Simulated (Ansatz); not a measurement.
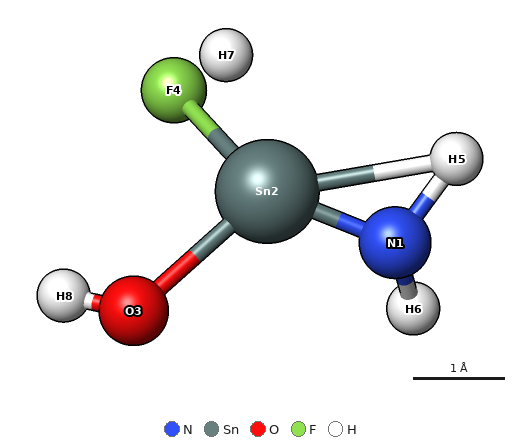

The input geometry (ball-and-stick view, seen at a tilt; atoms are numbered from 1 in the order of the input). Sticks mark near contacts.

# Run report: SnNH$_{4}$OF, geometry relaxation

- system: SnNH$_{4}$OF
- method: RKS r2SCAN50-d3bj/def2-TZVPD (Ansatz 0.2.0)

The run did not end well. The geometry comes from this level: PBE0-D4/def2-TZVP.

**Input**
```yaml
crystal:
  periodic: [false, false, false]
  atoms:
    - {symbol: N, position_ang: [-0.551159, 1.273424, 0.049435]}
    - {symbol: Sn, position_ang: [0.075348, -0.108559, 0.172335]}
    - {symbol: O, position_ang: [1.328095, -0.636386, -1.311207]}
    - {symbol: F, position_ang: [-0.748395, -1.988715, 0.453770]}
    - {symbol: H, position_ang: [-0.998805, 1.476761, 1.086706]}
    - {symbol: H, position_ang: [-1.323161, 1.334138, -0.850375]}
    - {symbol: H, position_ang: [1.467614, -0.381043, 1.938395]}
    - {symbol: H, position_ang: [1.464889, -1.452567, -1.459553]}
basis:
  gaussian: {orbitals: def2-TZVPD}
hamiltonian: {xc: {name: r2SCAN50}, dispersion: d3bj}
relax: {f_tol: 0.0001, max_steps: 2}
```

Run on 2 threads of Arm Neoverse V2, 23 GiB of memory available, shared host.

Command:
```bash
ansatz run in.yaml --threads 2 --pin off --events-out ev --progress --plain --max-ram 4352MiB
```

**Output**
```
Warning: the engine holds no damping parameters fitted to this dispersion correction and functional, so the run takes those fitted to r2scan50 beside the three-body term, which d3bj leaves out (hamiltonian.dispersion, under Limitations)
Functional definition: r2SCAN50
  name "r2SCAN50"
  cite "Bursch, Neugebauer, Ehlert & Grimme, J. Chem. Phys. 156, 134105 (2022) doi:10.1063/5.0086040"
  cite "Furness, Kaplan, Ning, Perdew & Sun, J. Phys. Chem. Lett. 11, 8208 (2020) doi:10.1021/acs.jpclett.0c02405"
  cite "Furness, Kaplan, Ning, Perdew & Sun, J. Phys. Chem. Lett. 11, 9248 (2020) doi:10.1021/acs.jpclett.0c03077"
  parent r2scan
  parameter a = 0.5
  parameter k0 = 0.174
  parameter k1 = 0.065
  parameter a1 = 4.9479
  exchange = (1 - a)*r2scan_x(k0 = k0, k1 = k1, a1 = a1) + a*exact_x
  correlation = r2scan_c
1365 factors; their error is unknown
mean field evaluation 1: about -12132.0697 eV, gradient 7.7e1 eV
mean field evaluation 2: about -12126.3267 eV, gradient 9.6e1 eV
mean field evaluation 4: about -12141.9388 eV, gradient 4.3e0 eV
mean field evaluation 8: about -12141.9714 eV, gradient 3.1e-2 eV
mean field evaluation 16: about -12142.1473 eV, gradient 3.7e-4 eV
mean field -12142.14726802 eV, -446.2156818568 hartree, gradient 7.3e-6 eV, S^2 0.000000; 0 other end points of the search recorded, 0 dependent functions left out
the calculation of the forces begins
reference -12142.14728246 eV, -446.2156823874 hartree; 25, 25 occupied and 184, 184 virtual orbitals, 1365 factors
relax step   1: F+E_penalty+E_count = -12142.19762121 eV  Δ(F+E_penalty+E_count) = +0.000e0 eV  max|allowed force component| = 3.336e1 eV/Å  Δτ_max = 0.0000 Å  (33 SCF iters, accepted)
these checks for a lower state are left out or cut short: starts, cluster_reference, orbital_swaps, neighbouring_geometries, increment
1365 factors; their error is unknown
mean field -12149.00256413 eV, -446.4676093420 hartree, gradient 2.6e-5 eV, S^2 0.000000; 0 other end points of the search recorded, 0 dependent functions left out
the calculation of the forces begins
reference -12149.00257787 eV, -446.4676098471 hartree; 25, 25 occupied and 184, 184 virtual orbitals, 1365 factors
relax step   2: F+E_penalty+E_count = -12149.05070110 eV  Δ(F+E_penalty+E_count) = -6.853e0 eV  max|allowed force component| = 7.767e0 eV/Å  Δτ_max = 0.1945 Å  (38 SCF iters, accepted)
```

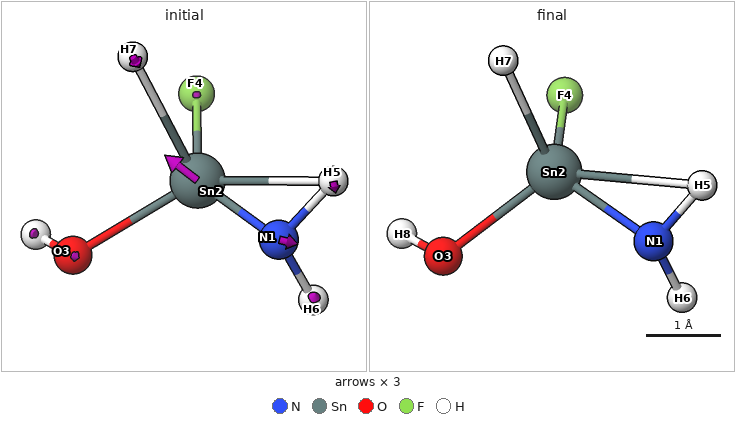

Before (left) and after (right) the relaxation, at one scale (ball-and-stick view, seen at a tilt). The pink arrows give the displacements, magnified 3 times. The relaxation stopped without meeting its thresholds, so the last structure isn't shown to be converged. The energy falls by 6.853 eV in 1 geometry step. The largest force component goes from 33 to 7.8 eV/Å. The largest move after the best rigid fit is that of Sn2, 0.19 Å. Largest moves by element: Sn 0.19 Å, N 0.09 Å, H 0.07 Å, O 0.04 Å, F 0.03 Å. Distances before and after: N1–Sn2 1.522 → 1.785 Å, Sn2–H7 2.265 → 2.062 Å, Sn2–H5 2.122 → 2.280 Å, Sn2–F4 2.072 → 1.972 Å. Among the angles that change: O3–Sn2–H5 146.0° → 136.9°, N1–Sn2–F4 132.2° → 123.7°, O3–Sn2–H7 99.2° → 106.8°. (Atoms are counted from 1 in the order of the input.)

```
Error: geometry relaxation did not converge after 2 steps: max|allowed force component| = 7.77e0 eV/Å (threshold 1.0e-4). Raise `relax.max_steps` over both its present limit and 2, loosen `relax.f_tol`, or start from a geometry closer to equilibrium. Where this run's directory can be resumed (`checkpoint.write`), a resume goes on for up to `relax.max_steps` more
```

**Trajectory as extended XYZ (Å, eV, eV/Å), 2 frames, from step=1 to step=2**
```
8
Properties=species:S:1:pos:R:3:forces:R:3 step=1 energy=-12142.19762
N    -0.5512    1.2734    0.0494  -18.3925  28.1127  -2.2980
Sn    0.0753   -0.1086    0.1723   17.8858 -33.3590   4.1799
O     1.3281   -0.6364   -1.3112   -2.8504   9.6026   2.4527
F    -0.7484   -1.9887    0.4538    0.4870   2.5444  -0.5464
H    -0.9988    1.4768    1.0867    0.8713   0.4986  -4.3168
H    -1.3232    1.3341   -0.8504    2.6988   0.8147   4.0707
H     1.4676   -0.3810    1.9384   -2.0091   0.5739  -2.1975
H     1.4649   -1.4526   -1.4596    1.3090  -8.7879  -1.3447
8
Properties=species:S:1:pos:R:3:forces:R:3 step=2 energy=-12149.05070
N    -0.6295    1.3242    0.0544   -5.3408   5.2002  -0.6661
Sn    0.2011   -0.2459    0.2287    5.6707  -7.7665   3.0213
O     1.3119   -0.5997   -1.3051   -0.6372   1.6606   0.2487
F    -0.7415   -1.9641    0.4452    0.3528   1.3570  -0.3209
H    -1.0118    1.5072    1.0376   -0.0357   0.4100  -2.8794
H    -1.3088    1.3568   -0.8010    1.4798   0.4529   3.0818
H     1.4200   -0.3682    1.8868   -1.7983   0.2999  -2.1943
H     1.4731   -1.4933   -1.4671    0.3087  -1.6141  -0.2911
```

**Outcome**

```csv
quantity,value
outcome,not converged
wall time,18 s (CPU time 34 s)
peak memory,0.58 GiB
```

A setting was made wrong on purpose: the optimiser is allowed too few steps. The run did not converge: “geometry relaxation did not converge after 2 steps: max|allowed force component| = 7.77e0 eV/Å (threshold 1.0e-4). Raise `relax.max_steps` over both its present limit and 2, loosen `relax.f_tol`, or start from a geometry closer to equilibrium …” Its last values are not results. Warnings of the run: the dispersion correction has no parameters fitted for this combination and takes those fitted for R2SCAN50 with other terms.
